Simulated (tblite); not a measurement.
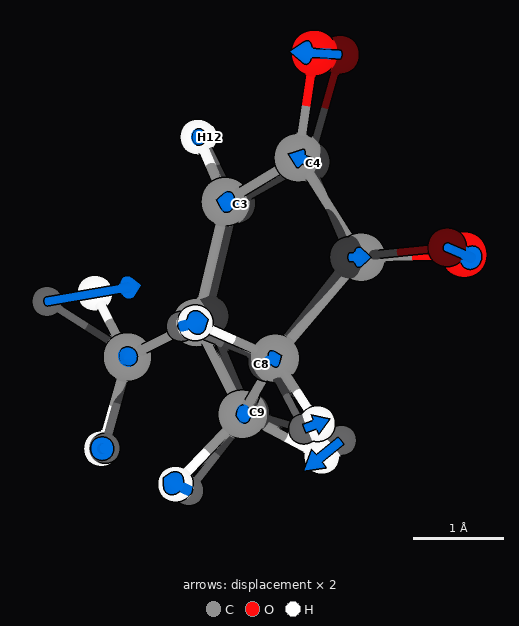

This is a relaxation of C$_{7}$H$_{7}$O$_{2}$ (multiplicity 2). The starting structure is drawn faded, the final one solid; blue arrows show the displacements, magnified 2 times. The two geometries are superimposed by the best rigid fit.

Style: ball-and-stick. Shown from a free direction.

Level of theory: GFN2-xTB geometry optimisation, gas phase (tblite). 

Which element moves most?

Hydrogen: up to 0.80 Å, against 0.42 Å for oxygen.

Describe the change and its energy.

The atom that moves furthest after the best rigid fit is an H atom (0.80 Å). By element the largest moves are H 0.80 Å, O 0.42 Å, C 0.16 Å. Some distances before and after: C–C 1.518 → 1.359 Å, C–C 1.300 → 1.406 Å, C–O 1.249 → 1.197 Å, C–C 1.485 → 1.535 Å. Among the angles between lasting bonds that change: C–C–H 106.7° → 121.5°, C–C–H 109.1° → 121.3°, H–C–H 106.7° → 117.2°. After 77 geometry steps the energy has fallen by 146.9 kJ/mol.
